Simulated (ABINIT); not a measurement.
**AlN (F-43m): a self-consistent loop beyond G0W0, cycle by cycle**

Aim: iterate the self-energy on AlN (F-43m) and follow the gap from cycle to cycle.

Main program and level: ABINIT 10.8.3; LDA and many-body steps on it, plane waves.

## 1. Set-up

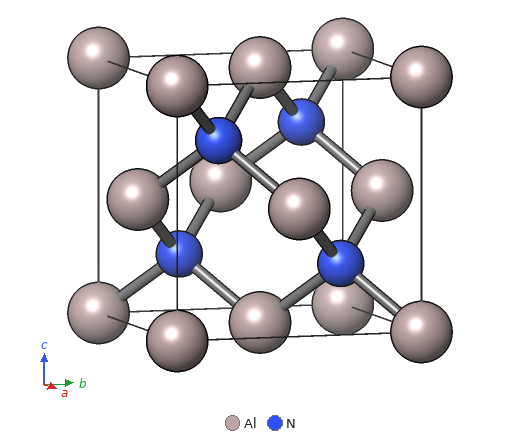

The cell as given, slightly off an axis (aluminium light grey, nitrogen blue). This picture shows the conventional cell, with its axes. Bonds to atoms that aren't drawn are left out. Some periodic images of atoms are drawn too.

The cell and positions are those that the Materials Project relaxed with its own functionals (PBE, PBE+U or r2SCAN), kept fixed. This is not the form that AlN usually takes at ambient conditions.

## 2. Empty states on the mesh, 6×6×6 mesh, 112 bands

This step: ABINIT 10.8.3; DFT, LDA, plane waves, norm-conserving pseudopotentials.

The sums over transitions need many empty states on a uniform mesh; this step solves for them.

Input file run.abi:

```
acell 3*1.0 Angstrom
rprim 
  -0.000000000000 2.183993559600 2.183993559600
  2.183993559600 -0.000000000000 2.183993559600
  2.183993559600 2.183993559600 -0.000000000000
ntypat 2
znucl 13 7
natom 2
typat 1 2
xred 
  0.000000000000 0.000000000000 0.000000000000
  0.750000000000 0.750000000000 0.750000000000
pp_dirpath "pseudos"
pseudos "Al.upf, N.upf"
ecut 36
ngkpt 6 6 6
nshiftk 1
shiftk 0 0 0
kptopt 1
chksymbreak 0
irdden 1
istwfk *1
nband 112
prtvol 0
optdriver 6
gwr_task "HDIAGO"
paral_kgb 0
occopt 1
indata_prefix "in"
outdata_prefix "out"
tmpdata_prefix "tmp"
```

The run is started by

```console
OMP_NUM_THREADS=1 mpirun -n 4 abinit run.abi > log
```

The log of the run:

```text
.Version 10.8.3 of ABINIT. v10.8.2 released Aug 2026.

 Symmetries : space group F-4 3 m (#216); Bravais cF (face-center cubic)
[... echo of the input left out ...]
== DATASET  1 ==================================================================
-   mpi_nproc: 4, omp_nthreads: 1 (-1 if OMP is not activated)

--- !DatasetInfo
iteration_state: {dtset: 1, }
dimensions: {natom: 2, nkpt: 16, mband: 112, nsppol: 1, nspinor: 1, nspden: 1, mpw: 1464, }
cutoff_energies: {ecut:  36.0, pawecutdg:  -1.0, }
[...]
Indirect band gap semiconductor
 Fundamental gap:     3.259 (eV)
   VBM:     5.508 (eV) at k: [ 0.0000E+00,  0.0000E+00,  0.0000E+00]
   CBM:     8.767 (eV) at k: [ 5.0000E-01,  5.0000E-01,  0.0000E+00]
 Direct gap:         4.243 (eV) at k: [ 0.0000E+00,  0.0000E+00,  0.0000E+00]

== END DATASET(S) ==============================================================
================================================================================

 -outvars: echo values of variables after computation  --------
           etotal      0.0000000000E+00
            nband         112
             nkpt          16
          spgroup         216
 [... the other variables as echoed above ...]

 Calculation completed.
```

Run time: 11 s. Hardware: 4 MPI ranks of Arm Neoverse V2, shared host; peak memory 0.71 GiB; 45 s of CPU time.

This step gave:

- gap: 3.259 eV
- k of the valence top: 0, 0, 0
- k of the conduction bottom: 0.5, 0.5, 0
- least direct gap: 4.243 eV
- k points computed: 16
- lowest point of the top converged band, above the valence top: 146.1296 eV

On this mesh the gap is 3.259 eV.

The density comes from a self-consistent run that is not shown.

## 3. Screening, 6×6×6 mesh, 104 bands, screening to 244.9 eV

The RPA dielectric matrix is built and inverted for each q.

This step: RPA screening on LDA, plane waves, norm-conserving pseudopotentials.

run.abi, as its differences from that of step 2:

```diff
@@ -20,10 +20,11 @@
 chksymbreak 0
-irdden 1
 istwfk *1
-nband 112
-prtvol 0
-optdriver 6
-gwr_task "HDIAGO"
-paral_kgb 0
 occopt 1
+irdwfk 1
+optdriver 3
+nband 104
+ecuteps 9
+inclvkb 2
+awtr 1
+symchi 1
 indata_prefix "in"
```

The log of the run:

```text
.Version 10.8.3 of ABINIT. v10.8.2 released Aug 2026.

 Symmetries : space group F-4 3 m (#216); Bravais cF (face-center cubic)
[... echo of the input left out ...]
== DATASET  1 ==================================================================
-   mpi_nproc: 4, omp_nthreads: 1 (-1 if OMP is not activated)

--- !DatasetInfo
iteration_state: {dtset: 1, }
dimensions: {natom: 2, nkpt: 16, mband: 104, nsppol: 1, nspinor: 1, nspden: 1, mpw: 1464, }
cutoff_energies: {ecut:  36.0, pawecutdg:  -1.0, }
electrons: {nelect:   8.00000000E+00, charge:   0.00000000E+00, occopt:   1.00000000E+00, tsmear:   1.00000000E-02, }

 SCREENING: Calculation of the susceptibility and dielectric matrices

 Based on a program developped by R.W. Godby, V. Olevano, G. Onida, and L. Reining.
 Incorporated in ABINIT by V. Olevano, G.-M. Rignanese, and M. Torrent.
.Using double precision arithmetic ; gwpc =  8

[... cell and pseudopotentials left out ...]
--------------------------------------------------------------------------------

 ==== K-mesh for the wavefunctions ====
 Number of points in the irreducible wedge :    16
[... list of points left out ...]
 Together with 24 symmetry operations and time-reversal symmetry
 yields   216 points in the full Brillouin Zone.

 ==== Q-mesh for the screening function ====
 Number of points in the irreducible wedge :    16
[... list of points left out ...]
 Together with 24 symmetry operations and time-reversal symmetry
 yields   216 points in the full Brillouin Zone.

 setmesh: FFT mesh size selected  =    24x   24x   24
          total number of points  =        13824

 vcoul_init : cutoff-mode = AUXILIARY_FUNCTION
 q-points for optical limit:   1
     1)      0.000010    0.000020    0.000030

- screening: taking advantage of time-reversal symmetry
- Maximum band index for partially occupied states nbvw = 4
- Remaining bands to be divided among processors   nbcw = 100
- Number of bands treated by each node ~25

 Number of electrons calculated from density =    8.0000; Expected =    8.0000
 average of density, n =  0.056900
 r_s =    1.6129
 omega_plasma =   23.0097 [eV]

 calculating chi0 at frequencies [eV] :
  1    0.000000E+00    0.000000E+00
  2    0.000000E+00    2.300966E+01

--------------------------------------------------------------------------------
  q-point number  1        q = ( 0.000000, 0.000000, 0.000000) [r.l.u.]
--------------------------------------------------------------------------------
[... chi0 elements left out ...]
 For q-point:  0.000010 0.000020 0.000030
  dielectric constant =   4.4078
  dielectric constant without local fields =   4.8535

  Average fulfillment of the sum rule on Im[epsilon] for q-point    1 :     89.29  [%]
[... wings left out ...]
  q-point number  2        q = ( 0.166667, 0.000000, 0.000000) [r.l.u.]
--------------------------------------------------------------------------------
[... chi0 elements left out ...]
  Average fulfillment of the sum rule on Im[epsilon] for q-point    2 :     95.88  [%]

 [... 14 further q-points ...]
```

It took 34 s on 4 MPI ranks; peak memory 0.76 GiB; 2.3 min of CPU time.

This step gave:

```yaml
eps_infinity_with_local_fields_on_this_mesh_along_the_program_s_q_direction: 4.408
the_same_without_local_fields: 4.854
plasma_frequency: 23.01 eV
plane_waves_in_the_screening_matrix: 169
```

Local fields lower ε∞ by 9 %.

## 4. G0W0

The self-energy is evaluated for the states that the input lists, and the levels follow from it, in one-shot runs by the linearised quasiparticle equation.

This step: G0W0 on LDA, plane waves, norm-conserving pseudopotentials.

run.abi, as its differences from that of step 3:

```diff
@@ -23,8 +23,19 @@
 irdwfk 1
-optdriver 3
+optdriver 4
 nband 104
+gwcalctyp 0
+ecutsigx 36
+symsigma 1
+nkptgw 3
+kptgw 
+  0.0000000000 0.0000000000 0.0000000000
+  0.5000000000 0.5000000000 0.0000000000
+  0.5000000000 0.0000000000 0.0000000000
+bdgw 
+  2 8
+  3 6
+  3 6
 ecuteps 9
-inclvkb 2
-awtr 1
-symchi 1
+irdscr 1
+ppmodel 1
 indata_prefix "in"
```

The log of the run:

```text
.Version 10.8.3 of ABINIT. v10.8.2 released Aug 2026.

 Symmetries : space group F-4 3 m (#216); Bravais cF (face-center cubic)
[... echo of the input left out ...]
== DATASET  1 ==================================================================
-   mpi_nproc: 4, omp_nthreads: 1 (-1 if OMP is not activated)

--- !DatasetInfo
iteration_state: {dtset: 1, }
dimensions: {natom: 2, nkpt: 16, mband: 104, nsppol: 1, nspinor: 1, nspden: 1, mpw: 1464, }
cutoff_energies: {ecut:  36.0, pawecutdg:  -1.0, }
electrons: {nelect:   8.00000000E+00, charge:   0.00000000E+00, occopt:   1.00000000E+00, tsmear:   1.00000000E-02, }

 SIGMA: Calculation of the GW corrections

 Based on a program developped by R.W. Godby, V. Olevano, G. Onida, and L. Reining.
 Incorporated in ABINIT by V. Olevano, G.-M. Rignanese, and M. Torrent.
.Using double precision arithmetic ; gwpc =  8

[... cell and pseudopotentials left out ...]
--------------------------------------------------------------------------------

 ==== K-mesh for the wavefunctions ====
 Number of points in the irreducible wedge :    16
[... list of points left out ...]
 Together with 24 symmetry operations and time-reversal symmetry
 yields   216 points in the full Brillouin Zone.

 ==== Q-mesh for screening function ====
 Number of points in the irreducible wedge :    16
[... list of points left out ...]
 Together with 24 symmetry operations and time-reversal symmetry
 yields   216 points in the full Brillouin Zone.

 vcoul_init : cutoff-mode = AUXILIARY_FUNCTION
 q-points for optical limit:   1
     1)      0.000010    0.000020    0.000030
 setmesh: FFT mesh size selected  =    32x   32x   32
          total number of points  =        32768

 Number of electrons calculated from density =    8.0000; Expected =    8.0000
 average of density, n =  0.056900
 r_s =    1.6129
 omega_plasma =   23.0097 [eV]

 === KS Band Gaps ===
  >>>> For spin  1
   Minimum direct gap =   4.2434 [eV], located at k-point      :   0.0000  0.0000  0.0000
   Fundamental gap    =   3.2588 [eV], Top of valence bands at :   0.0000  0.0000  0.0000
                                       Bottom of conduction at :   0.5000  0.5000  0.0000
 SIGMA fundamental parameters:
 PLASMON POLE MODEL  1
 number of plane-waves for SigmaX                 1459
 number of plane-waves for SigmaC and W            169
 number of plane-waves for wavefunctions          1459
 number of bands                                   104
 number of independent spin polarizations            1
 number of spinorial components                      1
 number of k-points in IBZ                          16
 number of q-points in IBZ                          16
 number of symmetry operations                      24
 number of k-points in BZ                          216
 number of q-points in BZ                          216
 number of frequencies for dSigma/dE                 9
 frequency step for dSigma/dE [eV]                0.25
 number of omega for Sigma on real axis              0
 max omega for Sigma on real axis  [eV]           0.00
 zcut for avoiding poles [eV]                     0.10

 EPSILON^-1 parameters (SCR file):
 dimension of the eps^-1 matrix on file            169
 dimension of the eps^-1 matrix used               169
 number of plane-waves for wavefunctions          1459
 number of bands                                   104
 number of q-points in IBZ                          16
 number of frequencies                               2
 number of real frequencies                          1
 number of imag frequencies                          1

 matrix elements of self-energy operator (all in [eV])

 Perturbative Calculation

--- !SelfEnergy_ee
iteration_state: {dtset: 1, }
kpoint     : [   0.000,    0.000,    0.000, ]
spin       : 1
KS_gap     :    4.243
QP_gap     :    5.797
Delta_QP_KS:    1.554
data: !SigmaeeData |
     Band     E0 <VxcDFT>   SigX SigC(E0)      Z dSigC/dE  Sig(E)    E-E0       E
        2   5.508 -16.793 -20.942   2.942   0.784  -0.276 -17.739  -0.946   4.562
        3   5.508 -16.793 -20.942   2.942   0.784  -0.276 -17.739  -0.946   4.562
        4   5.508 -16.793 -20.942   2.942   0.784  -0.276 -17.739  -0.946   4.562
        5   9.752 -12.739  -8.149  -3.843   0.813  -0.230 -12.132   0.608  10.359
        6  17.867 -10.150  -4.112  -5.103   0.814  -0.228  -9.389   0.761  18.628
        7  17.867 -10.150  -4.112  -5.103   0.814  -0.228  -9.389   0.761  18.628
[...]
--- !SelfEnergy_ee
iteration_state: {dtset: 1, }
kpoint     : [   0.500,    0.500,    0.000, ]
spin       : 1
KS_gap     :    5.055
QP_gap     :    6.770
Delta_QP_KS:    1.716
data: !SigmaeeData |
     Band     E0 <VxcDFT>   SigX SigC(E0)      Z dSigC/dE  Sig(E)    E-E0       E
[...]
--- !SelfEnergy_ee
iteration_state: {dtset: 1, }
kpoint     : [   0.500,    0.000,    0.000, ]
spin       : 1
KS_gap     :    7.770
QP_gap     :    9.533
Delta_QP_KS:    1.763
data: !SigmaeeData |
     Band     E0 <VxcDFT>   SigX SigC(E0)      Z dSigC/dE  Sig(E)    E-E0       E
[...]
4   5.021 -16.447 -20.801   3.057   0.783  -0.277 -17.463  -1.016   4.005
        5  12.791 -11.276  -5.944  -4.424   0.822  -0.216 -10.529   0.747  13.538
        6  15.275 -13.397  -6.822  -5.246   0.784  -0.276 -12.355   1.042  16.316

== END DATASET(S) ==============================================================
================================================================================

 -outvars: echo values of variables after computation  --------
           etotal      0.0000000000E+00
            nband         104
             nkpt          16
          spgroup         216
 [... the other variables as echoed above ...]

 Calculation completed.
```

It took 13 s on 4 MPI ranks; peak memory 0.84 GiB.

This step gave:

| Item | Value |
| --- | --- |
| G0W0 gap on the points computed | 4.750 eV |
| starting gap on the mesh | 3.259 eV |
| k of the valence top | 0, 0, 0 |
| k of the conduction bottom | 0.5, 0.5, 0 |
| Z at the valence top | 0.784 |
| Z at the conduction bottom | 0.834 |
| least direct G0W0 gap on the computed points | 5.797 eV |

The gap on the mesh goes from 3.26 eV to 4.75 eV, a correction of +1.49 eV.

## 5. evGW0, cycle 1

This step: evGW0 on LDA, plane waves, norm-conserving pseudopotentials.

run.abi, as its differences from that of step 4:

```diff
@@ -25,14 +25,40 @@
 nband 104
-gwcalctyp 0
+gwcalctyp 10
 ecutsigx 36
 symsigma 1
-nkptgw 3
+nkptgw 16
 kptgw 
   0.0000000000 0.0000000000 0.0000000000
+  0.1666666667 0.0000000000 0.0000000000
+  0.3333333333 0.0000000000 0.0000000000
+  0.5000000000 0.0000000000 0.0000000000
+  0.1666666667 0.1666666667 0.0000000000
+  0.3333333333 0.1666666667 0.0000000000
+  0.5000000000 0.1666666667 0.0000000000
+  -0.3333333333 0.1666666667 0.0000000000
+  -0.1666666667 0.1666666667 0.0000000000
+  0.3333333333 0.3333333333 0.0000000000
+  0.5000000000 0.3333333333 0.0000000000
+  -0.3333333333 0.3333333333 0.0000000000
   0.5000000000 0.5000000000 0.0000000000
-  0.5000000000 0.0000000000 0.0000000000
+  0.5000000000 0.3333333333 0.1666666667
+  -0.3333333333 0.3333333333 0.1666666667
+  -0.3333333333 0.5000000000 0.1666666667
 bdgw 
-  2 8
-  3 6
-  3 6
+  1 13
+  1 13
+  1 13
+  1 13
+  1 13
+  1 13
+  1 13
+  1 13
+  1 13
+  1 13
+  1 13
+  1 13
+  1 13
+  1 13
+  1 13
+  1 13
 ecuteps 9
```

The log of the run:

```text
.Version 10.8.3 of ABINIT. v10.8.2 released Aug 2026.

 Symmetries : space group F-4 3 m (#216); Bravais cF (face-center cubic)
[... echo of the input left out ...]
== DATASET  1 ==================================================================
-   mpi_nproc: 4, omp_nthreads: 1 (-1 if OMP is not activated)

--- !DatasetInfo
iteration_state: {dtset: 1, }
dimensions: {natom: 2, nkpt: 16, mband: 104, nsppol: 1, nspinor: 1, nspden: 1, mpw: 1464, }
cutoff_energies: {ecut:  36.0, pawecutdg:  -1.0, }
electrons: {nelect:   8.00000000E+00, charge:   0.00000000E+00, occopt:   1.00000000E+00, tsmear:   1.00000000E-02, }

 SIGMA: Calculation of the GW corrections

 Based on a program developped by R.W. Godby, V. Olevano, G. Onida, and L. Reining.
 Incorporated in ABINIT by V. Olevano, G.-M. Rignanese, and M. Torrent.
.Using double precision arithmetic ; gwpc =  8

[... cell and pseudopotentials left out ...]
--------------------------------------------------------------------------------

 ==== K-mesh for the wavefunctions ====
 Number of points in the irreducible wedge :    16
[... list of points left out ...]
 Together with 24 symmetry operations and time-reversal symmetry
 yields   216 points in the full Brillouin Zone.

 ==== Q-mesh for screening function ====
 Number of points in the irreducible wedge :    16
[... list of points left out ...]
 Together with 24 symmetry operations and time-reversal symmetry
 yields   216 points in the full Brillouin Zone.

 vcoul_init : cutoff-mode = AUXILIARY_FUNCTION
 q-points for optical limit:   1
     1)      0.000010    0.000020    0.000030
 setmesh: FFT mesh size selected  =    32x   32x   32
          total number of points  =        32768

 Number of electrons calculated from density =    8.0000; Expected =    8.0000
[...]
QP_gap     :   10.024
Delta_QP_KS:    1.934
data: !SigmaeeData |
     Band     E_DFT   <VxcDFT>   E(N-1)  <Hhartree>   SigX  SigC[E(N-1)]    Z     dSigC/dE  Sig[E(N)]  DeltaE  E(N)_pert E(N)_diago
[...]
--- !SelfEnergy_ee
iteration_state: {dtset: 1, }
kpoint     : [  -0.333,    0.500,    0.167, ]
spin       : 1
KS_gap     :    7.722
QP_gap     :    9.621
Delta_QP_KS:    1.899
data: !SigmaeeData |
     Band     E_DFT   <VxcDFT>   E(N-1)  <Hhartree>   SigX  SigC[E(N-1)]    Z     dSigC/dE  Sig[E(N)]  DeltaE  E(N)_pert E(N)_diago
[...]
12    31.087   -12.194    31.087    43.281    -4.190    -7.333     0.672    -0.487   -11.743     0.451    31.538    31.758
       13    33.257   -10.807    33.257    44.064    -2.655    -7.874     0.649    -0.540   -10.627     0.180    33.437    33.535

 New Fermi energy :        2.521329E-01 Ha ,    6.860886E+00 eV
 New Exchange energy :    -3.127687E+00 Ha ,   -8.510869E+01 eV

 === QP Band Gaps ===
  >>>> For spin  1
   Minimum direct gap =   6.1979 [eV], located at k-point      :   0.0000  0.0000  0.0000
   Fundamental gap    =   5.1190 [eV], Top of valence bands at :   0.0000  0.0000  0.0000
                                       Bottom of conduction at :   0.5000  0.5000  0.0000

 writing QP data on file : out_QPS

 Convergence of QP corrections
 >>>>> For spin  1 <<<<<
.  kptgw no:  1; Maximum DeltaE = (  -1.250   0.009) for band index:  1
.  kptgw no:  2; Maximum DeltaE = (  -1.249   0.018) for band index:  1
.  kptgw no:  3; Maximum DeltaE = (  -1.330   0.012) for band index:  1
[...]
.  kptgw no: 15; Maximum DeltaE = (  -1.398   0.001) for band index:  1
.  kptgw no: 16; Maximum DeltaE = (  -1.406   0.005) for band index:  1

== END DATASET(S) ==============================================================
================================================================================

 -outvars: echo values of variables after computation  --------
           etotal      0.0000000000E+00
            nband         104
             nkpt          16
          spgroup         216
 [... the other variables as echoed above ...]

 Calculation completed.
```

It took 8.6 min on 4 MPI ranks; peak memory 0.99 GiB.

This step gave:

| Property | Result |
| --- | --- |
| quasiparticle gap on the mesh | 5.119 eV |
| gap of the density functional on the mesh | 3.259 eV |
| k of the valence top | 0, 0, 0 |
| k of the conduction bottom | 0.5, 0.5, 0 |
| Z at the valence top | 0.784 |
| Z at the conduction bottom | 0.834 |
| least direct quasiparticle gap on the computed points | 6.198 eV |

Against G0W0 in ABINIT (6×6×6 mesh, 104 bands, screening to 244.9 eV, Godby-Needs plasmon pole), the gap moves by +0.369 eV. This first cycle still uses the starting levels; it takes the full correction, at all points of the mesh, and its linearised value is 4.750 eV.

## 6. evGW0, cycle 2

The corrected levels of the last cycle go back in.

run.abi, as its differences from that of step 5:

```diff
@@ -66,2 +66,3 @@
 ppmodel 1
+irdqps 1
 indata_prefix "in"
```

The log of the run:

```text
.Version 10.8.3 of ABINIT. v10.8.2 released Aug 2026.

 Symmetries : space group F-4 3 m (#216); Bravais cF (face-center cubic)
[... echo of the input left out ...]
== DATASET  1 ==================================================================
-   mpi_nproc: 4, omp_nthreads: 1 (-1 if OMP is not activated)

--- !DatasetInfo
iteration_state: {dtset: 1, }
dimensions: {natom: 2, nkpt: 16, mband: 104, nsppol: 1, nspinor: 1, nspden: 1, mpw: 1464, }
cutoff_energies: {ecut:  36.0, pawecutdg:  -1.0, }
[...]
.  kptgw no:  3; Maximum DeltaE = (   0.123   0.039) for band index:  1
[...]
.  kptgw no: 15; Maximum DeltaE = (  -0.115  -0.000) for band index:  7
.  kptgw no: 16; Maximum DeltaE = (   0.202  -0.009) for band index: 13

== END DATASET(S) ==============================================================
================================================================================

 -outvars: echo values of variables after computation  --------
           etotal      0.0000000000E+00
            nband         104
             nkpt          16
          spgroup         216
 [... the other variables as echoed above ...]

 Calculation completed.
```

The job ended after 8.6 min (4 MPI ranks; peak memory 0.99 GiB; 34 min of CPU time).

Numbers from this step:

* quasiparticle gap on the mesh: 5.019 eV
* gap of the density functional on the mesh: 3.259 eV
* k of the valence top: 0, 0, 0
* k of the conduction bottom: 0.5, 0.5, 0
* least direct quasiparticle gap on the computed points: 6.062 eV

Against the cycle before, the gap moves by −0.100 eV.

(Continued in part 2 of 3.)

[Paths, hosts, dates, memory and timing lines, banners, echoed tables and standing remarks are left out of the program output.]

[Logs are printed without paths, hosts, clocks, repeated set-up lines and the standing remarks that a program may print on its own settings, such as how far it seeks lower states.]

[Runs of the session that timed out or met a known fault of the program may be left out.]

[Hosts, paths, dates, database ids (printed as entryN), source tags and the programs' standing remarks are cut or masked in the printed files.]

[G0W0 gaps are taken among the corrected bands and points alone; a level outside them can change the order at an edge.]

[Where Ansatz stands beside ABINIT at settings called matched, ABINIT's density can come from a denser mesh and the files from another edition; pairs whose starting gaps differed by over 0.03 eV were left out, so agreement reads better than it is.]
